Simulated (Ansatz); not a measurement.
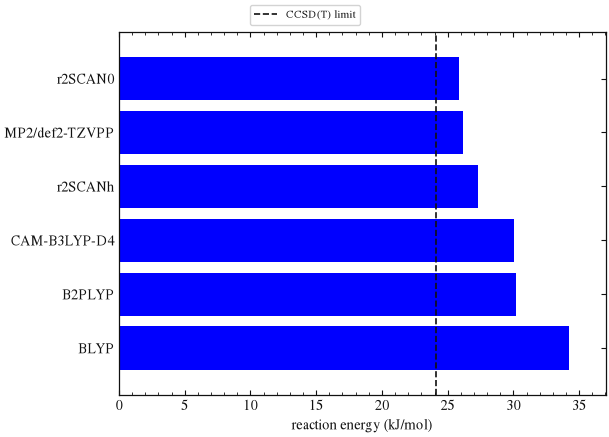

Electronic reaction energy of GeHOF ([OH][Ge][F]) [singlet] + NH₃ (N) → GeNH₂F ([NH2][Ge][F]) [singlet] + H₂O (O) (SMILES in brackets) at several levels (functionals in def2-TZVPP unless a basis is named), isolated molecules at PBE0-D4 triple-zeta geometries, minima by their frequencies, no zero-point or thermal terms, the Ansatz code. The line is frozen-core CCSD(T) at the basis limit (MP2 extrapolated from triple and quadruple zeta, plus CCSD(T) less MP2 in a smaller set). B2PLYP holds a correlation term that converges slowly with the basis, so part of the distance to the limit is basis error. No dispersion term is added to r2SCAN0, r2SCANh, B2PLYP and BLYP. The distance of MP2/def2-TZVPP to the limit includes basis error.

### Which level comes closest to the line (CCSD(T) limit), and which misses most?

Closest r2SCAN0 (25.9 kJ/mol), against 24.1 kJ/mol; farthest BLYP (34.3 kJ/mol).

### Give the values.

| level | kJ/mol | less CCSD(T) limit |
| --- | --- | --- |
| r2SCAN0 | 25.9 | 1.8 |
| MP2/def2-TZVPP | 26.1 | 2.1 |
| r2SCANh | 27.3 | 3.2 |
| CAM-B3LYP-D4 | 30.1 | 6.0 |
| B2PLYP | 30.2 | 6.1 |
| BLYP | 34.3 | 10.2 |
| CCSD(T) limit | 24.1 | 0.0 |

Known limits of this run: no scalar relativity up to krypton; outer-core shells are correlated without core-valence functions, which makes the correlated values less sure.
